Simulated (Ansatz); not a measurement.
The calculation's input:

```
crystal:
  periodic: [false, false, false]
  atoms:
    - symbol: F
      position_ang: [-1.943519, 0.436093, 1.964508]
    - symbol: F
      position_ang: [0.394890, 1.293431, 2.742790]
    - symbol: "N"
      position_ang: [0.373169, 0.677766, -0.887982]
    - symbol: N
      position_ang: [0.119018, 0.365395, 0.219689]
    - symbol: Si
      position_ang: [-0.667014, 1.310438, 1.540311]
    - symbol: H
      position_ang: [-1.067495, 2.692073, 1.221596]
basis:
  gaussian: {orbitals: def2-TZVPD}
magnetization: {spin_polarized: true, initial_magnetization: 1}
hamiltonian: {xc: pbe0}
output: {forces: true, orbitals: {seedname: orbitals}}
```

Launched as:

```sh
ansatz run input.yaml --threads 1 --pin off --max-ram 2610MiB --events-out events.jsonl --progress --plain --runs-dir runs
```

Geometry: B3LYP-D3(BJ)/def2-SVP.

Method: isolated molecule in a Gaussian basis; Kohn-Sham density functional theory, functional PBE0 (Ansatz 0.2.0).

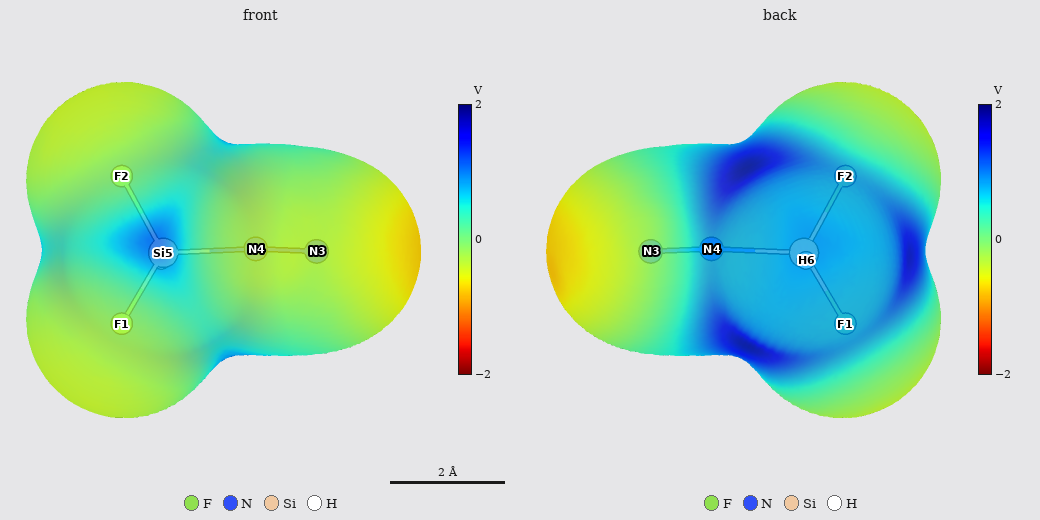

F$_{2}$HN$_{2}$Si (SMILES [N]=N[SiH](F)F) (doublet). The molecular electrostatic potential painted on the density surface at 0.001 e/bohr³, seen from the front and from behind; red is negative and blue positive.

Describe the electrostatic potential map.

The most negative region (about −0.8 V) lies over N3, the most positive (about +1.8 V) over Si5.

What dipole moment does the calculation give?

Its dipole moment is 1.65 D.
